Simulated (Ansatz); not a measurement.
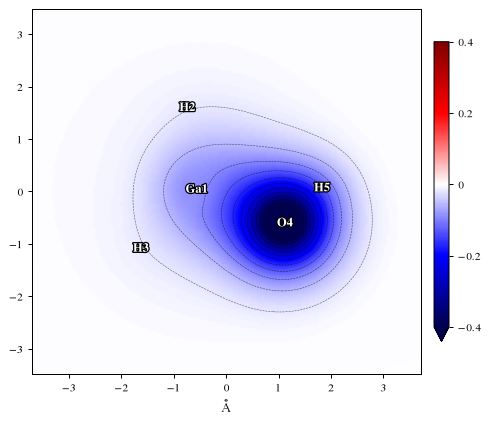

GaH₃O. The HOMO−1 on a plane 0.8 Å above the molecular plane (values in Å⁻³ᐟ²; the overall sign is arbitrary).

These are results of RKS B3LYP/def2-SVP in Ansatz 0.2.0, not measurements.

```xyz
5

Ga    0.3850   -0.0816    0.1993
H     0.2055   -0.2438    1.7511
H     1.6801    0.2393   -0.6112
O    -1.0603   -0.2805   -0.8453
H    -1.8820   -0.4800   -0.3788
```

**Where does this orbital lie, and at what energy?**

It lies mainly on O4 (about 80 %) and Ga1 (about 15 %); it changes sign across the molecular plane (π type). Its energy is −8.39 eV.
